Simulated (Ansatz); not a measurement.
**Profile along the Al–Al line in TiAl (CuAu type, space group P4/mmm)**

TiAl (CuAu type, space group P4/mmm)

```
TiAl
1.0
    2.81292     0.00000     0.00000
    0.00000     2.81292     0.00000
    0.00000     0.00000     4.05841
Al Ti
1 1
Direct
  0.50000   0.50000   0.50000
  0.00000   0.00000   0.00000
```

Fields along a shortest Al–Al line of a (001) plane (2.81 Å), from Al to Al, interpolated on the slice's grid (step about 0.1 Å). Computed with r2SCAN (plane waves to 500 eV, PAW, scalar-relativistic; Ansatz, an electronic-structure program). k mesh 16×16×12. These are valence fields of a PAW run, semicore shells included where kept as valence: close to a nucleus they are smooth pseudo fields. TiAl is run without spin polarisation. TiAl was relaxed with its symmetry unable to fall.

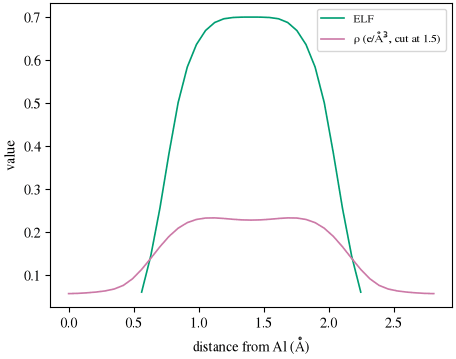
Figure. ELF (away from the nuclei) and valence density from Al to Al.

Density on the Al–Al line (2.81 Å) at its midpoint: 0.23 e/Å³. ELF at that point: 0.70. ELF maximum in the middle third of the Al–Al line: 0.70, 1.4 Å from Al.
